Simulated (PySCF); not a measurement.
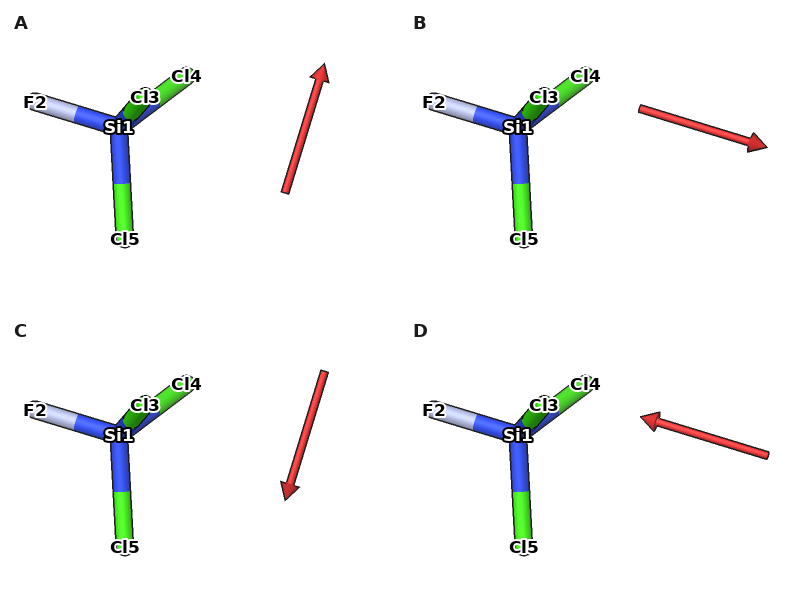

The same molecule four times, each with an arrow. The geometry was computed by an optimisation with PBE0-D3(BJ)/def2-SVP. No frequency run is at hand to confirm it as a minimum. Properties computed with B3LYP/def2-SVPD, gas phase (PySCF 2.14.0).

Question: Which arrow points along the dipole moment, from the negative to the positive end?

Answer: B. The dipole moment is 0.66 D; it points from the side of F2 to the side of Cl3, Cl4, Cl5 (the outermost atoms at the two ends).
